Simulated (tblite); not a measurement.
# C2H9FO2Si3: the cost of one run

The runs use tblite 0.8.0 and PySCF 2.14.0, with density-fitted response routines of our own; the level of theory stands in each step. All values are computed, except where a source is named. Atoms are numbered from 0 throughout.

## Step 1: The molecule as given

17 atoms, charge 0, multiplicity 1; geometry from: force field or distance geometry start.

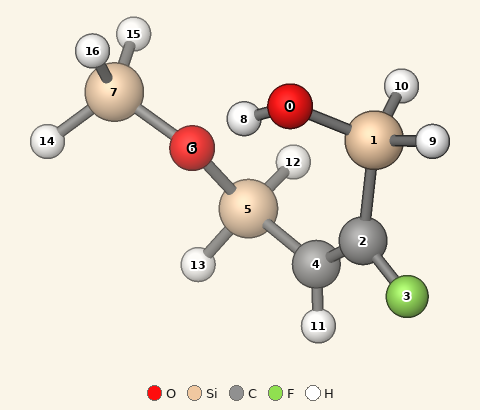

The starting geometry (oxygen red, silicon light orange, carbon grey, fluorine green, hydrogen white), atoms numbered.

## Step 2: Relaxing the molecule with GFN2-xTB

The job: settings as JSON, then the geometry in Å.

```
{"job": {"kind": "relax", "xc": "GFN2-xTB", "basis": "xTB"}, "charge": 0, "multiplicity": 1}
O      1.409400     1.876000     0.073700
Si     2.260300     0.615600    -0.573800
C      2.020600    -0.953200     0.404700
F      3.139800    -1.477700     0.922700
C      0.871800    -1.618800     0.659300
Si    -0.852600    -1.274300     0.142600
O     -1.249700     0.327900     0.347600
Si    -2.634900     1.234400     0.270100
H      0.521500     1.642400     0.403600
H      3.694100     0.982500    -0.601900
H      1.785600     0.404000    -1.954300
H      0.944600    -2.523400     1.251500
H     -1.019300    -1.620900    -1.273100
H     -1.762400    -2.111200     0.946200
H     -3.613600     0.748200     1.275800
H     -3.223500     1.113900    -1.080500
H     -2.298800     2.646800     0.548900
```

Run with:

```sh
$ OMP_NUM_THREADS=1 python probes_run.py task.json out
```

The driver reads the jobs from task.json and runs them one after another.

**Question.** How long does this first job take on 1 thread of Arm Neoverse V1, shared host?

About 2 s.
